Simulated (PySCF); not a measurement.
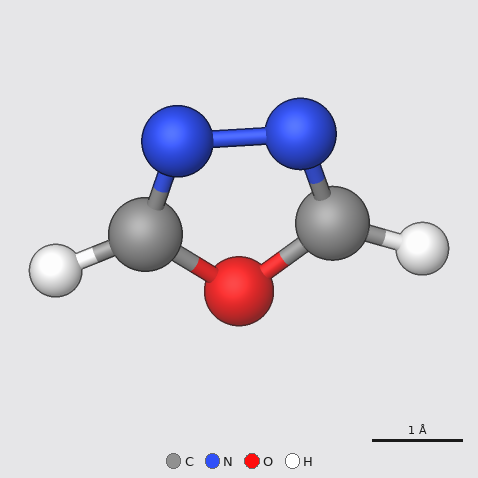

Ball-and-stick drawing of a structure.

What does the picture show?

The molecule is C₂H₂N₂O. Its SMILES string is `c1nnco1`. Independent rings (smallest set): 1 of 5 members, 1 of them aromatic. All atoms lie on one plane. Coordination: 2 C trigonal planar; 2 N bent; 1 O bent.

More results for the same structure follow; atom numbers are the same in all pictures, views and colours differ. Computed geometry: PBE0-D3(BJ)/def2-SVP optimisation. No frequency run is at hand to confirm it as a minimum.

## Shape

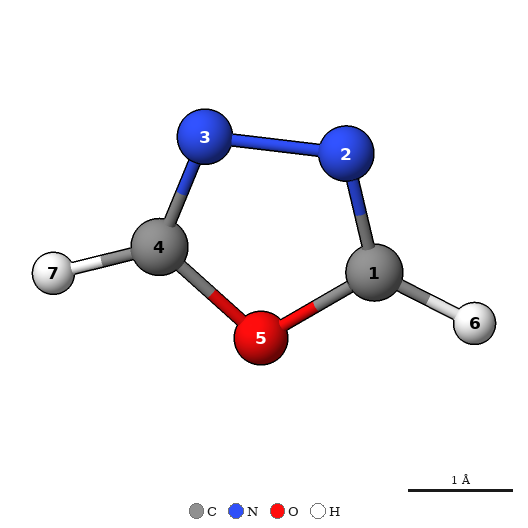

Numbered structure. No frequency run is at hand to confirm it as a minimum.

Estimate the angles C1–N2–N3, N2–C1–O5, N2–C1–H6, O5–C1–H6, C1–O5–C4.

```csv
angle,degrees
C1–N2–N3,106.2
N2–C1–O5,112.8
N2–C1–H6,128.7
O5–C1–H6,118.5
C1–O5–C4,102.2
```

## NMR shielding

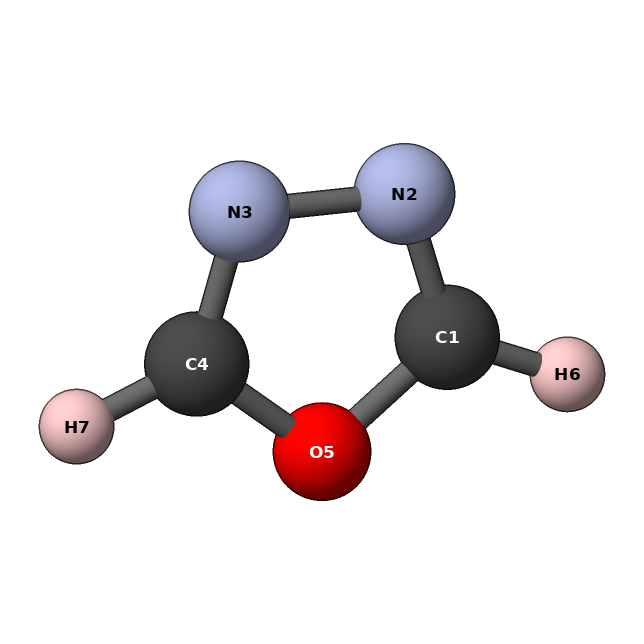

No frequency run is at hand to confirm it as a minimum. Properties computed with GIAO PBE0/pcSseg-1 NMR shielding, non-relativistic, IEF-PCM chloroform (PySCF 2.14.0). Principal shieldings σ11 ≤ σ22 ≤ σ33, span Ω = σ33 − σ11, skew κ = 3(σiso − σ22)/Ω.

Give the shielding tensors of the N atoms.

| atom | σ11 | σ22 | σ33 | σiso | Ω | κ |
| --- | --- | --- | --- | --- | --- | --- |
| N2, N3 | −303.8 | −99.2 | 175.1 | −76.0 | 478.9 | 0.15 |

Shieldings and span in ppm.

## Electronic properties

No frequency run is at hand to confirm it as a minimum. Properties computed with CAM-B3LYP/def2-SVPD, gas phase (PySCF 2.14.0). Excitations: vertical, linear response.

Give the LUMO energy (Kohn–Sham orbital) at this level.

Answer. 0.43 eV.

What is the HOMO energy (Kohn–Sham orbital)?

Answer. −9.81 eV.

What is the brightest of the 6 lowest singlets?

Answer. 7.14 eV.

Estimate the dipole moment.

Answer. 3.26 D.

## Ring current

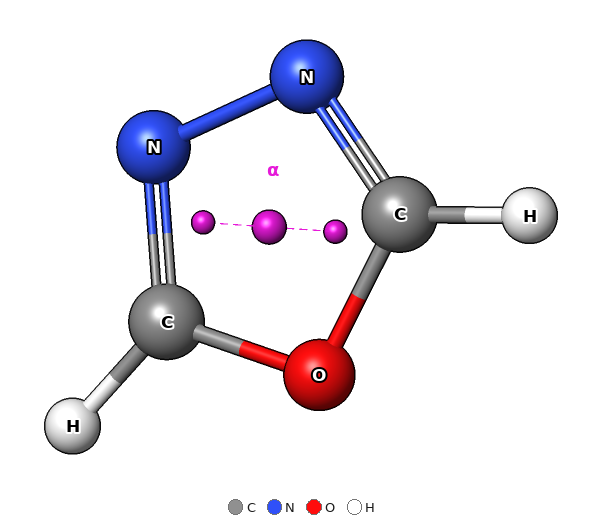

The small points mark where nucleus-independent chemical shifts (NICS) were computed: at the centre of each lettered ring and 1 Å above and below it. No frequency run is at hand to confirm it as a minimum. Method: GIAO PBE0/pcSseg-1 NMR shielding, non-relativistic, IEF-PCM chloroform (PySCF 2.14.0).

Give NICS(0), NICS(1) and the out-of-plane component NICS(1)zz for each ring (means of the two sides).

```json
{"ring": "α", "members": "C2N2O", "NICS(0)": "−11.5", "NICS(1)": "−11.0", "NICS(1)zz": "−29.7"}
```

Values in ppm.

What do the values say about the ring currents?

Answer. Ring α: diatropic, as in an aromatic ring. NICS is one index among several.
